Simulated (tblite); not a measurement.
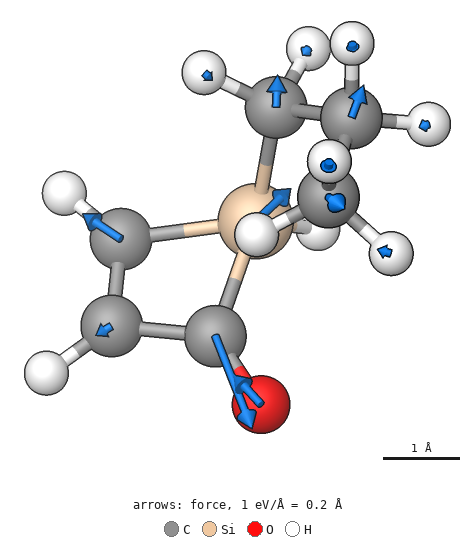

Starting geometry of C₆H₁₀OSi with the computed forces as blue arrows. Style: ball-and-stick. Shown from a free direction.

These are results of GFN2-xTB geometry optimisation, gas phase (tblite 0.8.0), not measurements. 

### What follows when this structure is relaxed?

It isn't relaxed: the largest force vector, on a C atom, is 7.83 eV/Å. The final displacements have little in common with the starting forces (cosine between the two patterns 0.10). The largest move after the best rigid fit is that of an H atom, 1.28 Å. By element the largest moves are H 1.28 Å, O 0.74 Å, C 0.42 Å, Si 0.19 Å. Some distances before and after: C–Si 1.789 → 1.955 Å, C–Si 1.819 → 1.907 Å, C–O 1.269 → 1.205 Å, C–Si 1.838 → 1.901 Å. Among the angles between lasting bonds that change: C–Si–C 109.1° → 117.0°, C–C–C 96.8° → 103.1°, Si–C–H 131.7° → 137.5°. Groups turn about C–C by about 50°, C–Si by about 35°. The energy falls by 25.4 kcal/mol in 153 geometry steps.
